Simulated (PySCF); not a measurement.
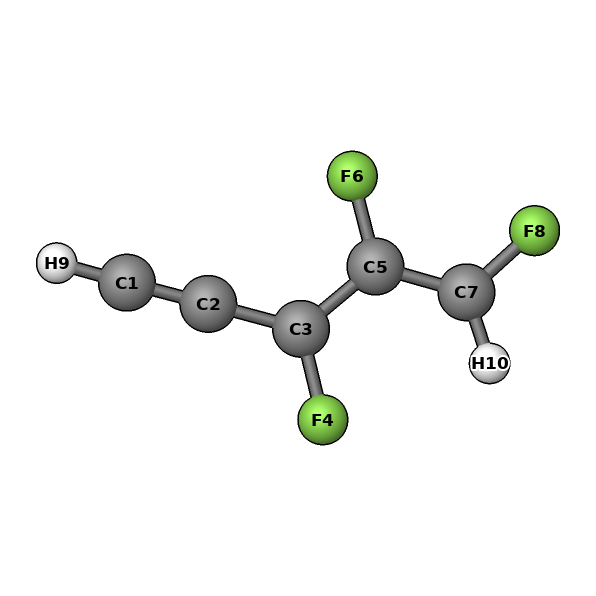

The questions are on Mulliken spin populations. Charge 0, doublet. The computed structure is the end point of a GFN2-xTB optimisation. No frequency run is at hand to confirm it as a minimum. Method: UKS B3LYP, pcH-1 on C F H, non-relativistic (PySCF 2.14.0).

Give the Mulliken spin populations atom by atom.

```
atom  value (e)
  C1       0.39
  C2      −0.19
  C3       0.51
  F4       0.03
  C5      −0.19
  F6      −0.01
  C7       0.46
  F8       0.04
  H9      −0.02
 H10      −0.02
```

Mulliken values depend strongly on the basis set.
